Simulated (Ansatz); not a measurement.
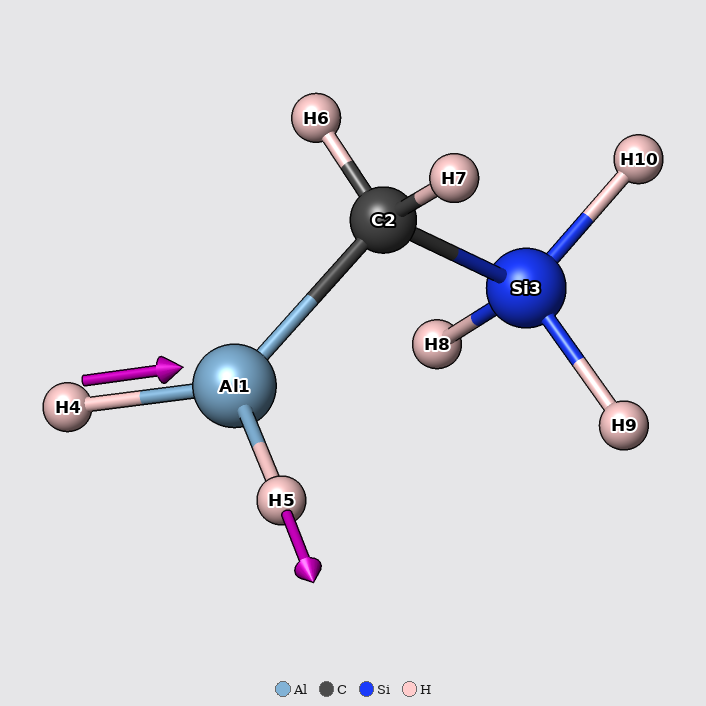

The arrows show one normal mode. Harmonic vibrations computed with RKS PBE0-D4/def2-TZVP (Ansatz 0.2.0) at a stationary point of the same level.

> What kind of motion is it?

Mostly out-of-phase stretching of 2 Al–H bonds.

> At what wavenumber does it lie?

1925 cm⁻¹; it is mode 19 of 24 counted from the lowest.
